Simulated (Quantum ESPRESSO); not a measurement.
# Dipole at the next field: Nb2COF MXene, 1 layer

**Set-up.** Quantum ESPRESSO 7.5, PBE, GBRV ultrasoft; sawtooth field along the normal with dipole correction, ions clamped, threshold 1e-9 Ry; cell area 8.555 Å².

| field (V/Å) | dipole (e Å a cell) |
| --- | --- |
| 0 | −0.05115 |
| 0.1 | −0.02502 |
| 0.2 | 0.00106 |

**Question.** What is the dipole at 0.4 V/Å, and what electrostatic thickness 4πα/A follows from the rows?

**Worked estimate.** The slope is (0.00106 − (−0.05115))/0.2 = 0.2611 e Å²/V, so 4πα/A = 180.95 × 0.2611/8.555 = 5.52 Å. Linear response gives p = −0.05115 + 0.2611 × (0.4) = 0.05327 e Å; a parabola through the three rows gives 0.05307.

What the calculation gave: p = 0.05317 e Å. The line misses by 0.1 % of the induced dipole and the parabola by 0.1 %. The response is linear over this range.

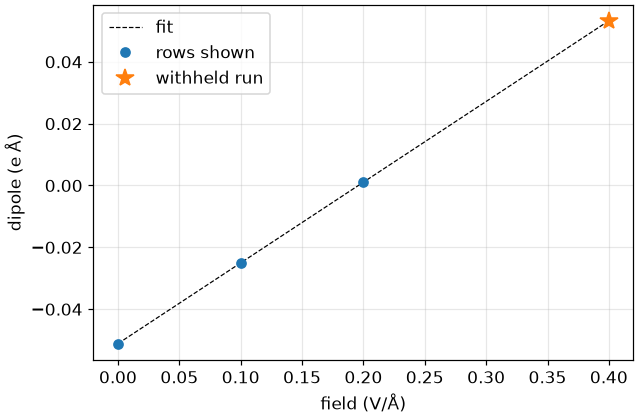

The rows shown, the fit and the withheld run.

**Limits.** Electrons alone respond; local and semilocal functionals tend to overscreen.
